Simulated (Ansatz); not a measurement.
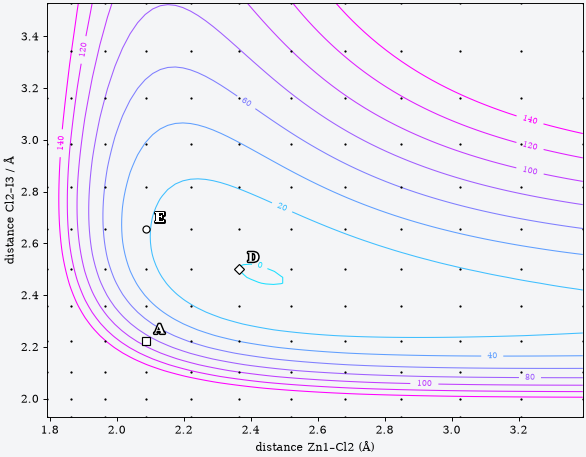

The system Zn + ClI. Coordinates scanned: (1) distance Zn1–Cl2; (2) distance Cl2–I3. Nothing is relaxed (the angle Zn1–Cl2–I3 is fixed at 180 degrees). Grid: 12 × 12 points. All energies are given in kJ/mol relative to the lowest grid point. The reference is spin-restricted, so regions where a bond is pulled apart into radicals lie too high. Method: Ansatz 0.2.0, RKS PBE0-D4/def2-TZVPD.

Drawn: contour lines labelled in kJ/mol (none above 140), dots at the grid points, lettered points. Between grid points the surface is interpolated.

> Is E the lowest point of the computed grid?

No. E lies 22 kJ/mol above the lowest grid point, which is at distance Zn1–Cl2 = 2.366 Å, distance Cl2–I3 = 2.502 Å.

> What kind of point is each of A, D: minimum, saddle, maximum or slope?

A: on a slope; D: minimum. (In these two coordinates alone; a stationary point may lie a little off the grid point.)
